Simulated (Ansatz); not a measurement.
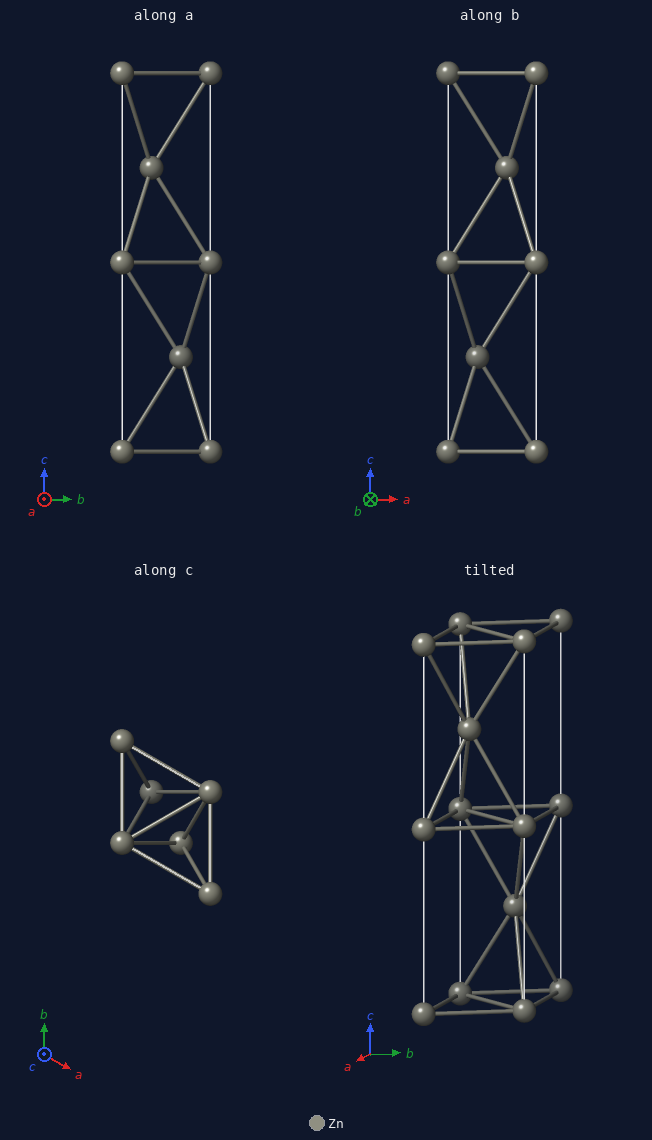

The image is a ball-and-stick drawing of a crystal, viewed along the a axis, along the b axis, along the c axis and slightly off an axis. The outline marks the conventional unit cell.

Lattice parameters: a = 2.567 Å, b = 2.567 Å, c = 9.537 Å, α = 90.00°, β = 90.00°, γ = 120.00°. Put a along x and b in the xy plane.

Q: Transcribe the picture into a POSCAR file.

A:
```
Zn
1.0
     2.567    0.000    0.000
    -1.283    2.223    0.000
     0.000    0.000    9.537
Zn
4
Direct
  0.0000 0.0000 0.0000
  0.0000 0.0000 0.5000
  0.3333 0.6667 0.2500
  0.6667 0.3333 0.7500
```

Source of the structure: a structure type filled with this element by a generator (whether the element takes this form wasn't checked). The geometry was optimised with DFT, LDA (PW92), plane waves (420 eV) with PAW, scalar-relativistic in Ansatz 0.2.0.
